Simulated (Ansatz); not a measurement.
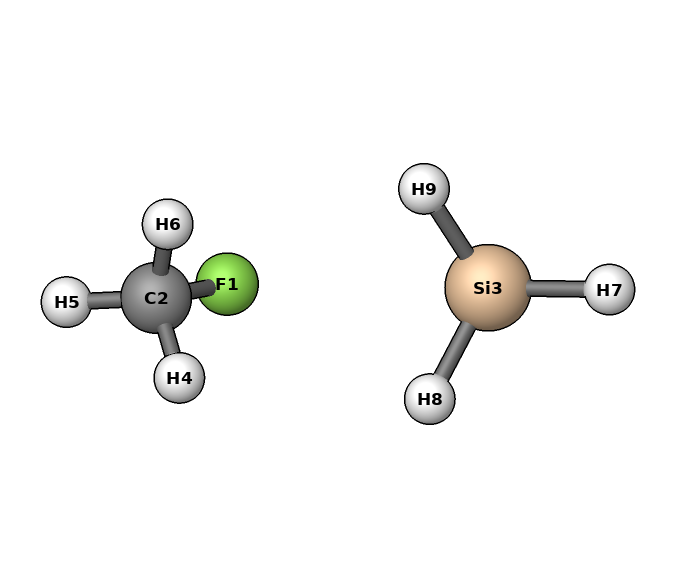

The questions are on Mulliken charges. The species is neutral and a spin doublet. The geometry was computed by an optimisation with PBE0-D4/def2-TZVP. Level of theory: UKS PBE0-D4/def2-TZVP (Ansatz 0.2.0).

> Which atom carries the highest charge (most positive or least negative)?

H5 (0.13 e).

> And the lowest?

F1 (−0.24 e).

List the Mulliken charges.

```tsv
atom	value (e)
F1	−0.24
C2	−0.13
Si3	0.01
H4	0.12
H5	0.13
H6	0.12
H7	−0.01
H8	−0.01
H9	−0.01
```

Mulliken values depend strongly on the basis set and can even reverse the polarity of a bond.
